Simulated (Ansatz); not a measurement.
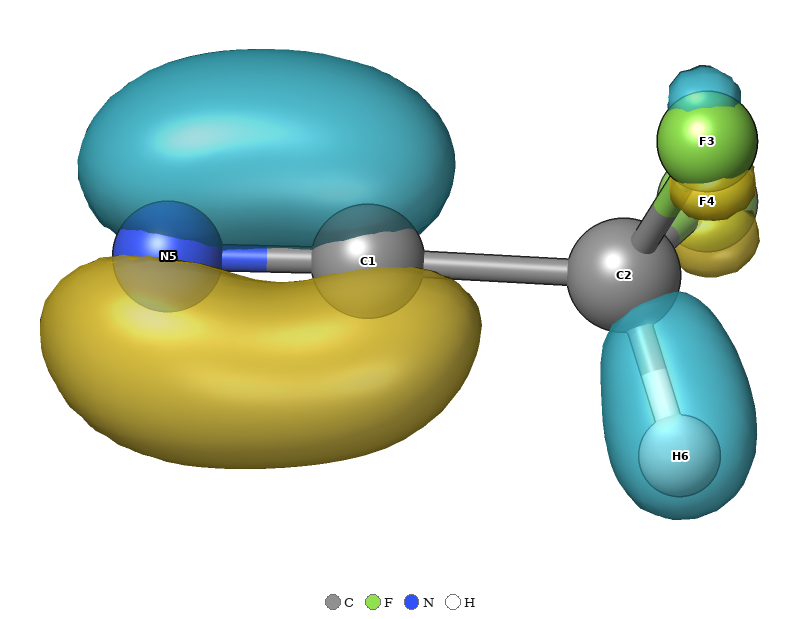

Figure 1: C2HF2N (SMILES N#CC(F)F). One frontier orbital at ±0.2 Å⁻³ᐟ² (yellow and cyan are the two phases), seen from one side.

Geometry: PBE0-D4/def2-SVP.

Method: isolated molecule in a Gaussian basis; Kohn-Sham density functional theory, functional PBE0 (Ansatz 0.2.0).

Input file:

```
crystal:
  periodic: [false, false, false]
  atoms:
    - {symbol: C, position_ang: [0.194013, 1.101931, -0.388929]}
    - {symbol: C, position_ang: [0.509754, -0.331518, -0.195981]}
    - {symbol: F, position_ang: [1.072963, -0.820830, -1.308285]}
    - {symbol: F, position_ang: [-0.616878, -1.008772, 0.060679]}
    - {symbol: N, position_ang: [-0.030828, 2.227767, -0.511893]}
    - {symbol: H, position_ang: [1.208818, -0.457042, 0.649700]}
basis:
  gaussian:
    orbitals: def2-TZVPD
hamiltonian:
  xc: pbe0
output:
  forces: true
  orbitals: {seedname: orbitals}
```

Launched as:

```sh
ansatz run input.yaml --threads 2 --pin off --max-ram 5220MiB --events-out events.jsonl --progress --plain --runs-dir runs
```

Which orbital is it: HOMO or LUMO?

Answer. The HOMO, at −10.65 eV. It lies mainly on N5 (about 50 %), C1 (about 35 %) and C2 (about 5 %); π-bonding across N5–C1.
